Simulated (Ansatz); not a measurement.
# ClF5W···Cl (doublet): what the fields show

Input

```
crystal:
  periodic: [false, false, false]
  atoms:
    - { symbol: W, position_ang: [-0.016915, -0.00118, -0.313053] }
    - { symbol: F, position_ang: [0.513016, -0.068666, 2.683785] }
    - { symbol: F, position_ang: [1.881921, 0.008685, -0.525483] }
    - { symbol: F, position_ang: [0.079442, 1.705615, 0.385555] }
    - { symbol: Cl, position_ang: [-2.331071, -0.010421, -0.044849] }
    - { symbol: F, position_ang: [0.084605, -1.730964, 0.327422] }
    - { symbol: F, position_ang: [-0.144628, 0.016982, -2.172638] }
    - { symbol: Cl, position_ang: [-0.60637, 0.07995, 3.80926] }
magnetization:
  spin_polarized: true
  initial_magnetization: 1
basis:
  gaussian: { orbitals: def2-SVP }
hamiltonian:
  xc: pbe
relax:
  f_tol: 0.03
  max_steps: 50
output:
  orbitals: {}
```

Launched as:

```sh
ansatz run input.yaml --threads 4 --pin off --max-ram 5120MiB --backend cpu --events-out ev --progress --plain --runs-dir out
```

The fields are those of the run's last geometry, not of the input's.

Core potentials replace the inner electrons of W.

The calculation used UKS PBE/def2-SVP (Ansatz 0.2.0).

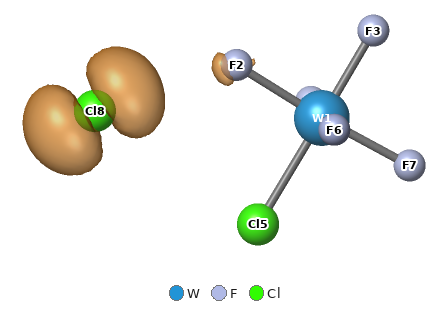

Figure 1. Isosurface of the spin density at +0.05 e/Å³ (orange), seen across its widest extent.

Which atoms carry the spin?

Answer. The unpaired spin (1 electron) lies mostly on Cl8 (about 1.0), in electrons by Hirshfeld's partition.

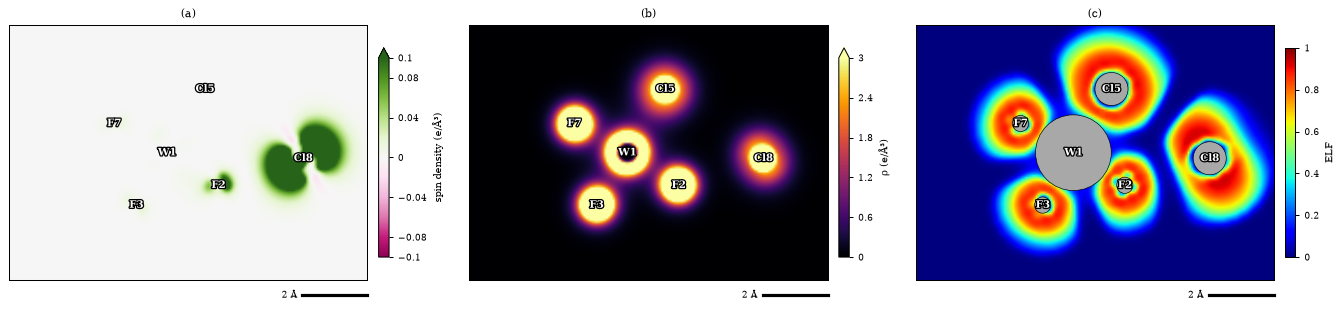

Figure 2. (a) spin density; (b) electron density; (c) ELF on the plane of atoms Cl5, W1 and F7. Grey discs cover the atomic cores in the ELF map.

What does the map show?

Answer.
- The section cuts through W, F and Cl sites.
- Cl8···F2 (2.75 Å): the density falls to about 0.11 e/Å³ on the way; the ELF dips to about 0.05 between them.
- W–F (1.86 Å): ρ at the midpoint is about 1.1 e/Å³; the ELF peaks at about 0.85 in the valence shell of F, 0.5 Å from its nucleus, and drops to about 0.20 between the two atoms.
- W–Cl (2.29 Å): the density is about 0.7 e/Å³ at the midpoint; the ELF peaks at about 0.85 in the valence shell of Cl, 0.8 Å from its nucleus, and is about 0.35 at the midpoint.

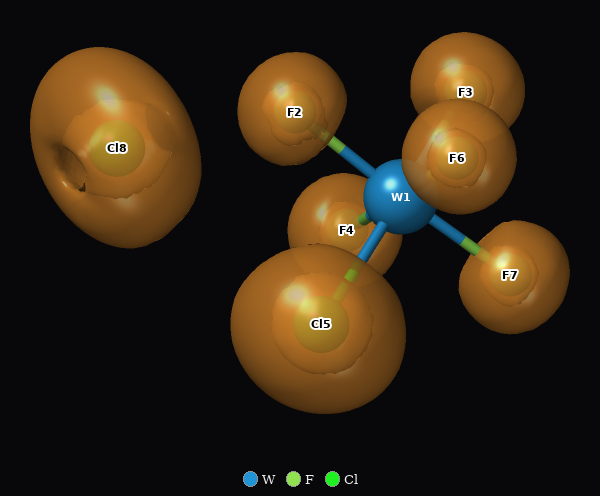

Figure 3. Isosurface of the electron localisation function at 0.75 (orange), seen at a tilt. Core shells and regions of very low density are left out.

Describe the localisation domains.

Answer. The ELF exceeds this value in two regions wrapped around Cl (the valence shell of each) and five regions wrapped around F (the valence shell of each).
